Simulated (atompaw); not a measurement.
**Gallium: generating and testing a PAW (atompaw) potential**

Task: generate the file, and judge it by its logarithmic derivatives, its ghosts and its cutoff.

Program: atompaw 4.2.0.5. Reference atom: PBEsol, scalar-relativistic, spherical and spin-unpolarised. All values are calculated.

### 1 The design

The settings as typed:

```
element                 : gallium (Ga, Z = 31)
type                    : PAW
frozen core             : [Ar]
valence charge          : 13
reference configuration : 3d10 4s2 4p1
partial waves           : 4s (bound): rc 1.95 bohr; 4s channel at -0.05 Ry: rc 1.95 bohr; 4p (bound): rc 1.95 bohr; 4p channel at 0.55 Ry: rc 1.95 bohr; 3d (bound): rc 1.45 bohr; 3d channel at -0.55 Ry: rc 1.45 bohr
local potential         : bessel scheme, radius 1.65 bohr
core correction         : smooth core density matched at 1.20 bohr
augmentation charge     : sinc compensation charge, radius 1.40 bohr; PAW radius 1.95 bohr; waves and projectors: custom rrkj vanderbiltortho
```

An earlier all-electron run gives the scale for the radii.

All-electron outer shells of the reference configuration (PBEsol, scalar-relativistic, ld1.x):

```
shell  level (eV)  outermost node (bohr)  outermost maximum (bohr)
   3s     -147.78                   0.27                      0.56
   3p      -98.68                   0.24                      0.56
   3d      -19.16                      –                      0.53
   4s       -8.96                   0.81                      1.90
   4p       -2.57                   0.87                      2.53
```

### 2 Generating the potential

Ga.input reads:

```
Ga 31
GGA-PBESOL scalarrelativistic loggrid 1500 logderivrange -3 5 201
4 4 3 0 0 0
4 1 1
0 0 0
c
c
c
v
c
c
v
v
2
1.95 1.40 1.65 1.20
y
-0.05
n
y
0.55
n
y
-0.55
n
custom rrkj vanderbiltortho sinc
bessel
1.95
1.95
1.95
1.95
1.45
1.45
PWSCFOUT
UPFDX 0.0125d0 UPFXMIN -7.d0 UPFZMESH 31.d0
END
```

Command:

```bash
$ atompaw < Ga.input > Ga.log
```

What the program wrote to the file Ga (summary file):

```text
 Completed calculations for Ga (AE)

 Exchange-correlation type: GGA, Perdew-Burke-Ernzerhof modified (PBEsol)

 Radial integration grid is logarithmic 
 r0 =   2.7104631E-04 h =   8.4024356E-03   n =      1500 rmax =   8.0000000E+01

 Scalar relativistic calculation

 AEatom converged in  46 iterations
   nz     =  31.00
   delta  =       8.514473486521E-16

 All Electron Orbital energies:         
  n  l      occupancy      energy
  1  0      2.0000000E+00 -7.5123933E+02
  2  0      2.0000000E+00 -9.2697301E+01
  3  0      2.0000000E+00 -1.0861441E+01
  4  0      2.0000000E+00 -6.5874828E-01
  2  1      6.0000000E+00 -8.0718419E+01
  3  1      6.0000000E+00 -7.2529938E+00
  4  1      1.0000000E+00 -1.8895888E-01
  3  2      1.0000000E+01 -1.4083835E+00

 Total energy
   Total                    :    -3884.91814825395068

 ---
 Completed calculations for Ga (SC)

 Exchange-correlation type: GGA, Perdew-Burke-Ernzerhof modified (PBEsol)

 Radial integration grid is logarithmic 
 r0 =   2.7104631E-04 h =   8.4024356E-03   n =      1500 rmax =   8.0000000E+01

 Scalar relativistic calculation

 SCatom converged in   3 iterations
   nz     =  31.00
   delta  =       5.834539583399E-17

 Valence Electron Orbital energies:         
  n  l      occupancy      energy
   4  0      2.0000000E+00 -6.5874828E-01
   4  1      1.0000000E+00 -1.8895888E-01
   3  2      1.0000000E+01 -1.4083835E+00

 Total energy
   Total                    :    -3884.91814825535084
   Valence                  :     -274.76725759818726

 PAW parameters: 
       lmax =            2
         rc =    1.9503611199597854     
        irc =         1058
   rc_shape =    1.4053208903079972     
    rc_vloc =    1.6625361103070269     
    rc_core =    1.2080292778029880     
   Vloc: truncated form - Vps(r)=A.sin(qr)/r for r<rc
   Projector type: RRKJ pseudization + Vanderbilt ortho.
   Sinc^2 compensation charge shape zeroed at   1.4053E+00

 Number of basis functions     6
 No.   n  nodes  l      Energy         Cp coeff         Occ
  1    4    3    0   -0.6587483E+00  0.4522152E+03  0.2000000E+01
  2  999    4    0   -0.5000000E-01  0.1369912E+03  0.0000000E+00
  3    4    2    1   -0.1889589E+00  0.1470548E+04  0.1000000E+01
  4  999    3    1    0.5500000E+00  0.2525542E+03  0.0000000E+00
  5    3    0    2   -0.1408383E+01 -0.3864540E+01  0.1000000E+02
  6  999    1    2   -0.5500000E+00 -0.2071328E+01  0.0000000E+00

 Eigenvalues of overlap operator (in the basis of projectors):
    1        3.76679877E-01
    2        1.05283385E+00
    3        5.28394645E+00
    4        7.43567216E+01
    5        9.98594726E+02
    6        2.59783768E+03

 Orbital leakage outside PAW augmentation regions
   orb  is_core?  %out_of_sphere
   1 0    T          -0.00
   2 0    T           0.00
   3 0    T           0.03
   4 0    F          62.24
   2 1    T           0.00
   3 1    T           0.12
   4 1    F          85.10
   3 2    F           2.64

 Summary of PAW energies
   Total valence energy     :   -274.76726663034026
   Smooth energy            :     58.75777118330826
   One center               :   -333.52503781364851
   Smooth kinetic           :     36.45791977939469
   Vloc energy              :     11.52379749028072
   Smooth exch-corr         :    -12.02413765513631
   One-center xc            :   -135.90261193127654
```

It took 9 s on 1 thread of AMD EPYC 7R43, shared host.

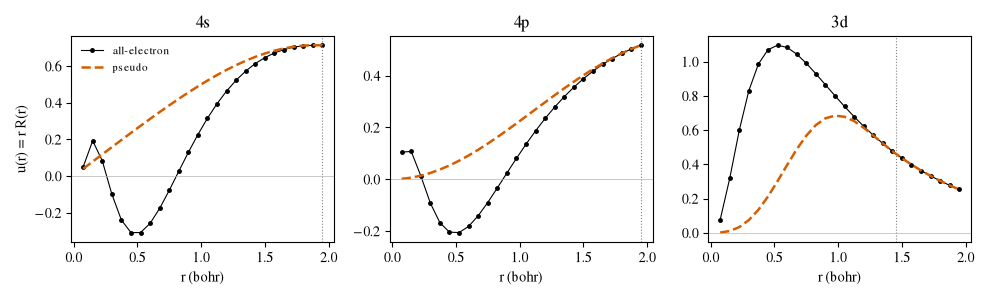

Bound waves of the atom and their pseudo partners (4s, 4p, 3d), with the matching radii dotted. The curves join 26 sampled radii, too few to resolve the innermost nodes.

### 3 Logarithmic derivatives

Taken from the files of the generation run. The phase is arctan(r·u′/u) with u = r·R, unwrapped, with energies in Ry. A pole is an energy at which the radial function vanishes at the test radius. The pseudo phase is shifted by a multiple of π to meet the all-electron one at the reference energy. Levels narrower than the energy grid can be missing from the poles. The last column is the largest difference on the grid between −1 and +1 Ry.

| channel | radius (bohr) | reference (Ry) | poles AE | poles PS | window around the reference with phases within 0.05 rad (Ry) | largest difference near zero (rad) |
| --- | --- | --- | --- | --- | --- | --- |
| s | 1.95 | -0.66 | 3.03 | 3.00 | the whole range | 0.000 |
| p | 1.95 | -0.19 | 4.57 | 4.43 | the whole range | 0.000 |
| d | 1.95 | -1.41 | -1.23 | -1.23 | the whole range | 0.000 |

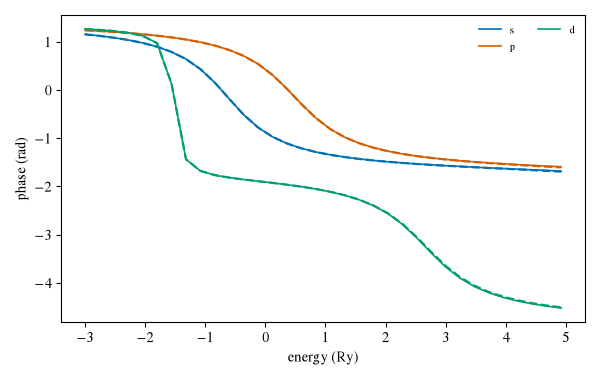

All-electron (solid) and pseudo (dashed) phases against energy.

### 4 Cutoff and ghost test in a Bessel basis

A separate test, outside the generator: the pseudo-atom's Hamiltonian at the reference potential is diagonalised in spherical Bessel functions j_l(qr) that vanish at 20 bohr, with q² up to the cutoff.

All-electron valence levels (Ry): 4s -0.6587, 4p -0.1890, 3d -1.4084. The lowest levels of each channel (Ry) by cutoff; the last column sums, over occupied levels, occupation times the distance from the level at 400 Ry. A positive value at high cutoff is not a bound level.

| cutoff (Ry) | s #1 | p #1 | d #1 | f #1 | Σ f·Δε (mRy) |
| --- | --- | --- | --- | --- | --- |
| 8 | -0.6580 | -0.1889 | 0.0440 | 0.1031 | 14525.7 |
| 15 | -0.6586 | -0.1889 | -0.5293 | 0.1031 | 8791.7 |
| 21 | -0.6587 | -0.1890 | -1.0749 | 0.1031 | 3334.8 |
| 35 | -0.6588 | -0.1890 | -1.3732 | 0.1031 | 352.4 |
| 45 | -0.6588 | -0.1890 | -1.4044 | 0.1031 | 39.8 |
| 55 | -0.6588 | -0.1890 | -1.4076 | 0.1031 | 8.4 |
| 60 | -0.6588 | -0.1890 | -1.4076 | 0.1031 | 8.2 |
| 80 | -0.6588 | -0.1890 | -1.4082 | 0.1031 | 2.0 |
| 90 | -0.6588 | -0.1890 | -1.4083 | 0.1031 | 0.9 |
| 110 | -0.6588 | -0.1890 | -1.4083 | 0.1031 | 0.7 |
| 400 | -0.6588 | -0.1890 | -1.4084 | 0.1031 | 0.0 |

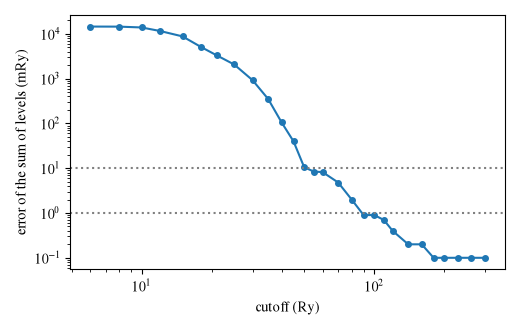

Occupation-weighted error of the valence levels against the cutoff; the dotted lines mark 10 and 1 mRy.

The sum stays within 10 mRy from 55 Ry and within 1 mRy from 90 Ry. The sum leaves out empty levels, which can need more. Ghost test: no level below the all-electron spectrum of its channel (s, p, d, f tested).

### 5 Results

| quantity | value |
| --- | --- |
| cutoffs for 10 and 1 mRy, occupied levels | 55 Ry and 90 Ry |
| bound ghosts | none found |
| largest phase difference near zero energy, channels read | 0.000 rad |
| lowest eigenvalue of the overlap (Bessel basis) | 0.417 (s) |
| share of valence orbitals outside the PAW sphere | 4s 62 %, 4p 85 %, 3d 3 % |
| UPF file | written |

The potential is of middling hardness: the looser tolerance needs 55 Ry. The slowest occupied level is 3d: taken alone it needs 55 Ry to come within 1 mRy, against 8 Ry for 4s. It is free of bound ghosts as far as tested. Near zero energy the phases of the channels with partial waves agree within 0.001 rad. All of this concerns the isolated atom, not yet a solid.
